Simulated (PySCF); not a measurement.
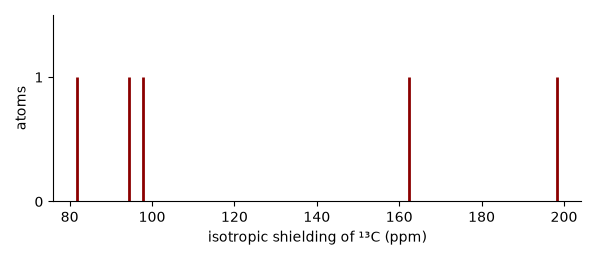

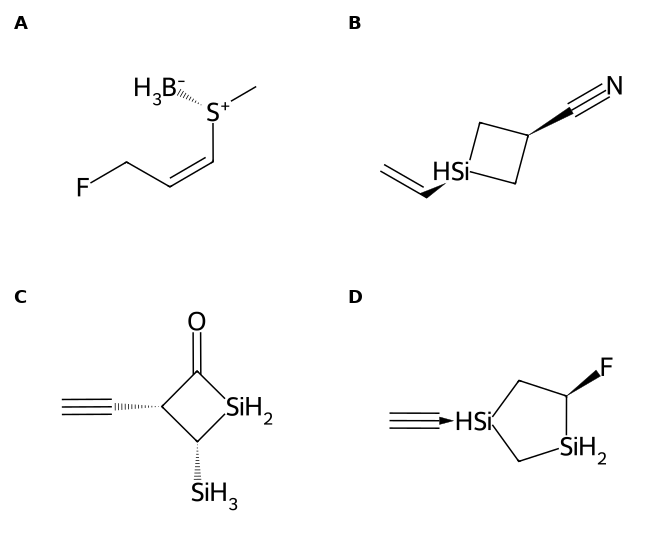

The sticks are computed shieldings of one of the molecules, for one fixed geometry (GFN2-xTB) without averaging over rotations. Low shielding means a high chemical shift. Method: GIAO PBE0/pcSseg-1 NMR shielding, non-relativistic, gas phase (PySCF 2.14.0).

### Match the spectrum to a structure.

D, `C#C[Si@@H]1C[SiH2][C@H](F)C1`. Its 5 C atoms give lines at 81.8, 94.4, 97.8, 162.4, 198.4 ppm.

The geometry is semi-empirical. Around B, Si such bond lengths and angles can be off by a tenth of an ångström or more and by several degrees, and values that hang on the shape move with them.
